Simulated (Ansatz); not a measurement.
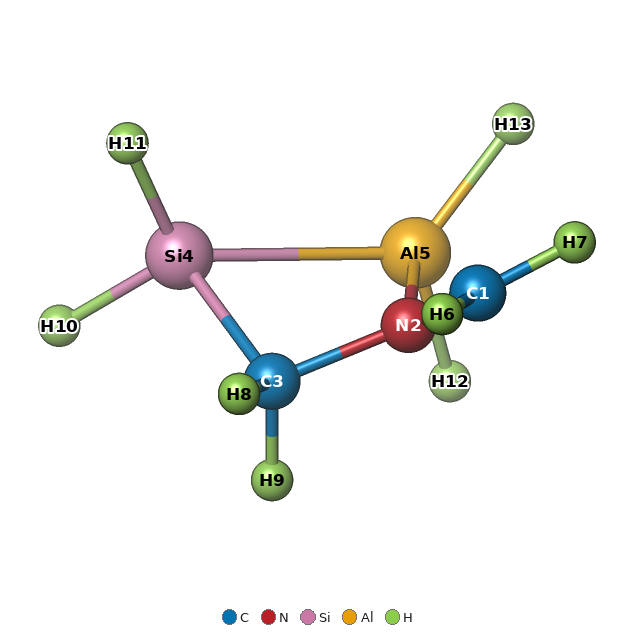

Distant atoms are faded towards the background colour. Computed geometry: PBE0-D4/def2-TZVP optimisation. No frequency run is at hand to confirm it as a minimum.

Q: What is the conformation of the ring N2–C3–Si4–Al5?

A: It is puckered (butterfly). The Cremer–Pople amplitude Q is 0.41 Å.

Q: Give the torsion angles round the ring, beginning with the bond from its second to its third atom.

A: 26°, −19°, 26°, −32°.
